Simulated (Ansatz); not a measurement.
# C₃H₁₂ClN₃Zr: basis-set convergence

How large a basis does C₃H₁₂ClN₃Zr need? Two functionals are run in growing sets.

The runs use Ansatz 0.2.0, Gaussian basis; one geometry, several basis sets.

Plan: PBE0-D4/def2-SVP; ωB97M-V/def2-SVP; PBE0-D4/def2-QZVPP; ωB97M-V/def2-QZVPP; the functionals' def2-TZVPP values are taken from earlier runs.

2 further runs of the same task are left out: 2 for a known fault of the program. Runs told in other sessions of the task aren't counted.

### 1 The relaxed structure

All runs share one geometry, relaxed beforehand with PBE0-D4 in a triple-zeta def2 set. Zr takes the def2 core potential; no spin-orbit term is included.

SMILES `C[NH][Zr]([Cl])([NH]C)[NH]C`, 20 atoms, charge 0, spin multiplicity 1.

Atoms are counted from 1 here; the program's logs count them from 0.

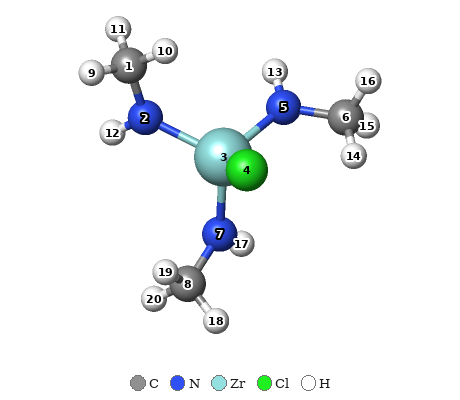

The geometry (carbon grey, nitrogen blue, zirconium light teal, chlorine green, hydrogen white); atoms are numbered from 1 in the order of the file.

### 2 PBE0-D4 in def2-SVP

File in.yaml:

```yaml
crystal:
  periodic: [false, false, false]
  atoms:
    - {symbol: C, position_ang: [1.934320, 0.450198, -2.309233]}
    - {symbol: N, position_ang: [1.641044, -0.119505, -1.009047]}
    - {symbol: Zr, position_ang: [-0.214693, -0.093423, -0.201574]}
    - {symbol: Cl, position_ang: [-1.881855, -0.825678, -1.775486]}
    - {symbol: N, position_ang: [-0.560918, 1.796785, 0.433972]}
    - {symbol: C, position_ang: [-1.865362, 2.239764, 0.884761]}
    - {symbol: N, position_ang: [-0.163744, -1.273158, 1.442210]}
    - {symbol: C, position_ang: [-0.135295, -2.720050, 1.360436]}
    - {symbol: H, position_ang: [2.264084, -0.303279, -3.034145]}
    - {symbol: H, position_ang: [1.035174, 0.915066, -2.729712]}
    - {symbol: H, position_ang: [2.701597, 1.232273, -2.258214]}
    - {symbol: H, position_ang: [2.447154, -0.576032, -0.605014]}
    - {symbol: H, position_ang: [0.110108, 2.552342, 0.415006]}
    - {symbol: H, position_ang: [-2.573768, 1.403347, 0.873202]}
    - {symbol: H, position_ang: [-1.843241, 2.622549, 1.912387]}
    - {symbol: H, position_ang: [-2.291363, 3.018183, 0.240740]}
    - {symbol: H, position_ang: [-0.222870, -0.948588, 2.397570]}
    - {symbol: H, position_ang: [-1.028452, -3.183918, 1.795446]}
    - {symbol: H, position_ang: [-0.097486, -3.038801, 0.312390]}
    - {symbol: H, position_ang: [0.745536, -3.148073, 1.854296]}
basis:
  gaussian: {orbitals: def2-SVP}
hamiltonian: {xc: pbe0, dispersion: d4}
output: {orbitals: {seedname: orbitals}}
```

On the command line:

```sh
$ ansatz run in.yaml --threads 5 --pin off --events-out ev --progress --plain --max-ram 66560MiB --backend cpu
```

Output:

```text
Functional definition: PBE0
  name "PBE0"
  cite "Adamo & Barone, J. Chem. Phys. 110, 6158 (1999) doi:10.1063/1.478522"
  cite "Perdew, Burke & Ernzerhof, Phys. Rev. Lett. 77, 3865 (1996) doi:10.1103/PhysRevLett.77.3865"
  parent pbe
  parameter a = 0.25
  parameter kappa = 0.804
  parameter beta = 0.06672455060314922
  exchange = (1 - a)*pbe_x(kappa = kappa, mu = beta*pi^2/3) + a*exact_x
  correlation = pbe_c(beta = beta)
2252 factors; their error is unknown
mean field evaluation 1: about -21543.5142 eV, gradient 9.0e1 eV
mean field evaluation 2: about -21481.0540 eV, gradient 1.9e2 eV
mean field evaluation 4: about -21561.2785 eV, gradient 8.8e0 eV
mean field evaluation 8: about -21561.4934 eV, gradient 4.4e-1 eV
mean field evaluation 16: about -21561.5404 eV, gradient 2.3e-4 eV
mean field -21561.54041869 eV, -792.3719954498 hartree, gradient 4.7e-5 eV, S^2 0.000000; 0 other end points of the search recorded, 0 dependent functions left out
reference -21561.54049369 eV, -792.3719982060 hartree; 40, 40 occupied and 153, 153 virtual orbitals, 2252 factors
Total energy: -21561.98445464 eV, -792.3883134701 hartree
```

It took 5.5 s on 5 threads of AMD EPYC 7R13, shared host; peak memory 1 GiB.

### 3 ωB97M-V in def2-SVP

in.yaml: that of step 2 with these lines changed.

```diff
@@ -25,3 +25,3 @@
   gaussian: {orbitals: def2-SVP}
-hamiltonian: {xc: pbe0, dispersion: d4}
+hamiltonian: {xc: {name: wB97M-V}}
 output: {orbitals: {seedname: orbitals}}
```

Same command.

Output (excerpt; [...] marks lines left out):

```text
Functional definition: wB97M-V
  name "wB97M-V"
  cite "Mardirossian & Head-Gordon, J. Chem. Phys. 144, 214110 (2016) doi:10.1063/1.4952647"
  cite "Becke, J. Chem. Phys. 107, 8554 (1997) doi:10.1063/1.475007"
  cite "Vydrov & Van Voorhis, J. Chem. Phys. 133, 244103 (2010) doi:10.1063/1.3521275"
  # Of w^i u^j: cxij and so on, Table III.
[...]
  gx(w, u) = 1 - cx + cx01*u + cx10*w
  gss(w, u) = css00 + css04*u^4 + css10*w + css20*w^2 + css43*w^4*u^3
  gos(w, u) = cos00 + cos10*w + (cos20 + cos21*u)*w^2 + (cos60 + cos61*u)*w^6
[...]
      + integral(e_c_pw_mod_opposite_spin*gos(b97_w_opposite, b97_u_opposite)) + vv10(b, c)
2199 factors; their error is unknown
536 factors; integrals over basis functions are off by at most 6.8e-6 eV
[...]
mean field -21568.21244458 eV, -792.6171878789 hartree, gradient 8.3e-5 eV, S^2 0.000000; 0 other end points of the search recorded, 0 dependent functions left out
reference -21568.21256443 eV, -792.6171922834 hartree; 40, 40 occupied and 153, 153 virtual orbitals, 2199 factors
Total energy: -21568.21256443 eV, -792.6171922834 hartree
```

It took 15 s on 5 threads of AMD EPYC 7R13, shared host; peak memory 1.1 GiB.

### 4 PBE0-D4 in def2-QZVPP

in.yaml: that of step 3 with these lines changed.

```diff
@@ -24,4 +24,4 @@
 basis:
-  gaussian: {orbitals: def2-SVP}
-hamiltonian: {xc: {name: wB97M-V}}
+  gaussian: {orbitals: "def2-QZVPP.json"}
+hamiltonian: {xc: pbe0, dispersion: d4}
 output: {orbitals: {seedname: orbitals}}
```

On the command line:

```sh
$ ansatz run in.yaml --threads 5 --pin off --events-out ev --progress --plain --max-ram 66560MiB --backend cuda --devices 0, --max-vram 37GiB
```

Output:

```text
Functional definition: PBE0
  name "PBE0"
  cite "Adamo & Barone, J. Chem. Phys. 110, 6158 (1999) doi:10.1063/1.478522"
  cite "Perdew, Burke & Ernzerhof, Phys. Rev. Lett. 77, 3865 (1996) doi:10.1103/PhysRevLett.77.3865"
  parent pbe
  parameter a = 0.25
  parameter kappa = 0.804
  parameter beta = 0.06672455060314922
  exchange = (1 - a)*pbe_x(kappa = kappa, mu = beta*pi^2/3) + a*exact_x
  correlation = pbe_c(beta = beta)
2606 factors; their error is unknown
mean field evaluation 1: about -21549.8215 eV, gradient 1.1e2 eV
mean field evaluation 2: about -21459.2773 eV, gradient 2.3e2 eV
mean field evaluation 4: about -21575.1337 eV, gradient 1.5e1 eV
mean field evaluation 8: about -21575.7184 eV, gradient 3.5e-1 eV
mean field evaluation 16: about -21575.7405 eV, gradient 1.0e-4 eV
mean field -21575.74048281 eV, -792.8938381811 hartree, gradient 3.2e-5 eV, S^2 0.000000; 0 other end points of the search recorded, 0 dependent functions left out
reference -21575.74054209 eV, -792.8938403595 hartree; 40, 40 occupied and 813, 813 virtual orbitals, 2606 factors
Total energy: -21576.18450304 eV, -792.9101556236 hartree
```

It took 15 s on 1 × H100 (card shared with other runs) with 5 threads of AMD EPYC 7R13, shared host; peak host memory 1.4 GiB.

### 5 ωB97M-V in def2-QZVPP

in.yaml: that of step 4 with these lines changed.

```diff
@@ -25,3 +25,3 @@
   gaussian: {orbitals: "def2-QZVPP.json"}
-hamiltonian: {xc: pbe0, dispersion: d4}
+hamiltonian: {xc: {name: wB97M-V}}
 output: {orbitals: {seedname: orbitals}}
```

Launched as before.

Output (excerpt; [...] marks lines left out):

```text
Functional definition: wB97M-V
  name "wB97M-V"
  cite "Mardirossian & Head-Gordon, J. Chem. Phys. 144, 214110 (2016) doi:10.1063/1.4952647"
  cite "Becke, J. Chem. Phys. 107, 8554 (1997) doi:10.1063/1.475007"
  cite "Vydrov & Van Voorhis, J. Chem. Phys. 133, 244103 (2010) doi:10.1063/1.3521275"
  # Of w^i u^j: cxij and so on, Table III.
[...]
  gx(w, u) = 1 - cx + cx01*u + cx10*w
  gss(w, u) = css00 + css04*u^4 + css10*w + css20*w^2 + css43*w^4*u^3
  gos(w, u) = cos00 + cos10*w + (cos20 + cos21*u)*w^2 + (cos60 + cos61*u)*w^6
[...]
      + integral(e_c_pw_mod_opposite_spin*gos(b97_w_opposite, b97_u_opposite)) + vv10(b, c)
2546 factors; their error is unknown
692 factors; integrals over basis functions are off by at most 1.5e-5 eV
[...]
mean field -21582.75845143 eV, -793.1517437708 hartree, gradient 8.6e-5 eV, S^2 0.000000; 0 other end points of the search recorded, 0 dependent functions left out
reference -21582.75854846 eV, -793.1517473367 hartree; 40, 40 occupied and 813, 813 virtual orbitals, 2546 factors
Total energy: -21582.75854846 eV, -793.1517473367 hartree
```

Wall time 18 s (1 × H100 (card shared with other runs) with 5 threads of AMD EPYC 7R13, shared host); peak host memory 1.5 GiB.

### 6 Functionals by basis

The def2-TZVPP values come from earlier runs at the same geometry.

```tsv
functional	basis	functions	energy (eV)	from the largest (eV)	HOMO (eV)	LUMO (eV)
PBE0-D4	def2-SVP	193	-21561.9845	14.200	-6.59	-0.10
PBE0-D4	def2-TZVPP	452	-21575.2833	0.901	-6.70	-0.28
PBE0-D4	def2-QZVPP	853	-21576.1845	0.000	-6.73	-0.34
ωB97M-V	def2-SVP	193	-21568.2126	14.546	-8.92	1.33
ωB97M-V	def2-TZVPP	452	-21581.8914	0.867	-9.03	1.00
ωB97M-V	def2-QZVPP	853	-21582.7585	0.000	-9.06	0.63
```

### 7 Outcome

| quantity | value |
| --- | --- |
| PBE0-D4: double and triple zeta above quadruple | 14.20, 0.90 eV |
| ωB97M-V: double and triple zeta above quadruple | 14.55, 0.87 eV |

**Reading.** PBE0-D4 gains 13.30 eV from double to triple zeta, then 0.90 eV more. These are total energies; as a rule much of such shifts cancels in differences, which this series doesn't test. The LUMO of ωB97M-V is positive and keeps falling with the basis (1.33 to 0.63 eV): an unbound level that the basis holds in place.
